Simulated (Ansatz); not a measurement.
# CH5FOSi2: small, medium and large basis sets

How large a basis does CH5FOSi2 need? Two functionals are run in growing sets.

The runs use Ansatz 0.2.0, Gaussian basis; one geometry, several basis sets.

Plan: PBE0-D4/def2-SVP; ωB97M-V/def2-SVP; PBE0-D4/def2-QZVPP; ωB97M-V/def2-QZVPP; the functionals' def2-TZVPP values are taken from earlier runs.

## (1) The geometry

The geometry comes from an earlier relaxation with PBE0-D4 in a triple-zeta def2 set; it is a stationary point, not always the lowest conformer.

10 atoms, charge 0, spin multiplicity 1.

Atoms are counted from 1 here; the program's logs count them from 0.

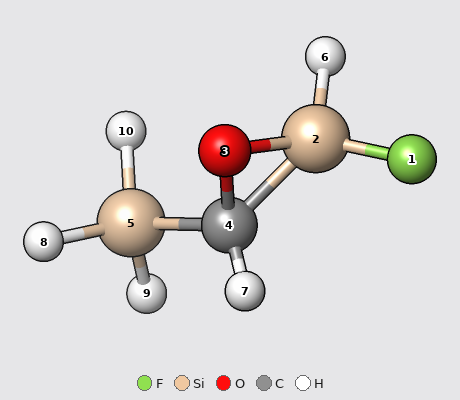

The structure; fluorine green, silicon light orange, oxygen red, carbon grey, hydrogen white; atoms are numbered from 1 in the order of the file.

## (2) PBE0-D4 in def2-SVP

in.yaml reads:

```yaml
crystal:
  periodic: [false, false, false]
  atoms:
    - {symbol: F, position_ang: [-2.526602, 0.481051, -1.694628]}
    - {symbol: Si, position_ang: [-1.142744, 0.747989, -0.973208]}
    - {symbol: O, position_ang: [0.185742, 0.012594, -1.573538]}
    - {symbol: C, position_ang: [-0.203913, -0.582706, -0.218673]}
    - {symbol: Si, position_ang: [1.108402, -0.370226, 1.092501]}
    - {symbol: H, position_ang: [-1.084226, 2.175865, -0.632955]}
    - {symbol: H, position_ang: [-0.602369, -1.590380, -0.347711]}
    - {symbol: H, position_ang: [2.349512, -1.104479, 0.734408]}
    - {symbol: H, position_ang: [0.575664, -0.895821, 2.377845]}
    - {symbol: H, position_ang: [1.423634, 1.074913, 1.238959]}
basis:
  gaussian: {orbitals: def2-SVP}
hamiltonian: {xc: pbe0, dispersion: d4}
output: {orbitals: {seedname: orbitals}}
```

Launch:

```
$ ansatz run in.yaml --threads 4 --pin off --events-out ev --progress --plain --max-ram 10444MiB
```

Further steps of the session: ωB97M-V in def2-SVP; PBE0-D4 in def2-QZVPP; ωB97M-V in def2-QZVPP.

Q: Predict the results of all the runs planned. Wanted: PBE0-D4: double and triple zeta above quadruple; ωB97M-V: double and triple zeta above quadruple.

The runs gave:

```
                                       quantity           value
PBE0-D4: double and triple zeta above quadruple  13.95, 0.88 eV
ωB97M-V: double and triple zeta above quadruple  14.09, 0.82 eV
```

For PBE0-D4 the step from double to triple zeta gains 13.07 eV and the next only 0.88 eV. These are total energies; as a rule much of such shifts cancels in differences, which this series doesn't test. The LUMO of ωB97M-V is positive and keeps falling with the basis (2.16 to 1.10 eV): an unbound level that the basis holds in place.
